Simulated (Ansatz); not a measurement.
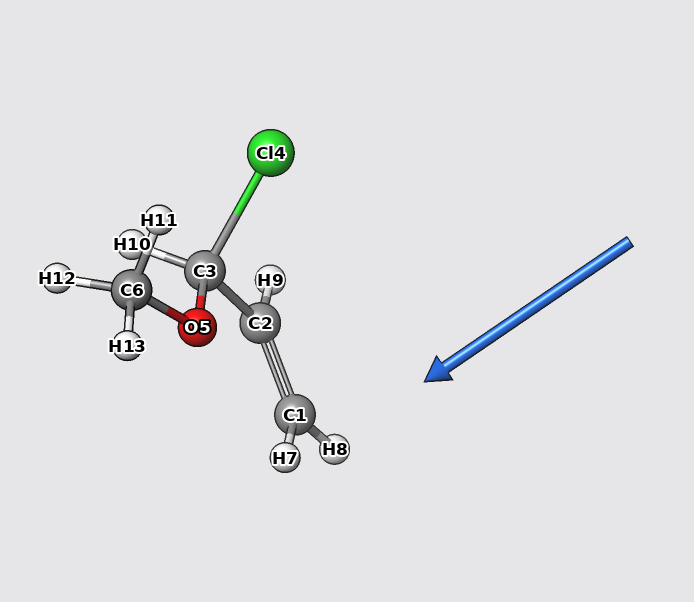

The arrow beside the molecule shows the direction of the dipole moment, from the negative to the positive end (its length means nothing). Computed geometry: PBE0-D4/def2-TZVP optimisation. No frequency run is at hand to confirm it as a minimum. Properties computed with RKS r2SCAN-D4/def2-TZVPP (Ansatz 0.2.0).

> Estimate the dipole moment.

2.08 D; it points from the side of Cl4 to the side of H12 (the outermost atoms at the two ends).
